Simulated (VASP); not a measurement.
Band structure of BaRh₂ (space group Fd-3m). All values below come from PBEsol GGA, VASP's PBE PAW potentials (set 64) (plane waves; VASP).

The run has a spin-polarised start. Unless said otherwise, spin-orbit coupling is left out, though it shifts the bands of the heavy elements here.

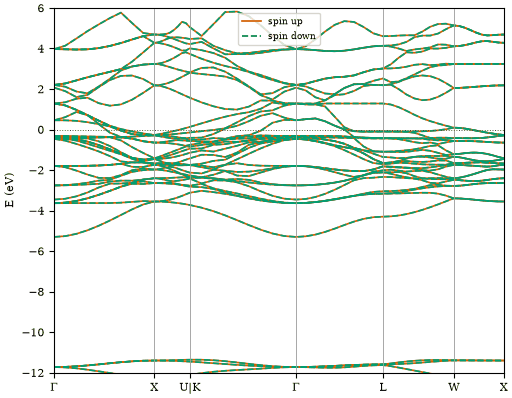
Fig. 1. Bands along high-symmetry lines, zero at the valence-band maximum or, without a gap, the Fermi level

Question: Read the plot: is there a gap, and where are the band edges?

Answer: It has no gap at this level: it comes out as a metal or semimetal.

The structure comes from a computed database's BaRh2 entry; how it stands against other phases isn't given here. The cell was not relaxed at this level.
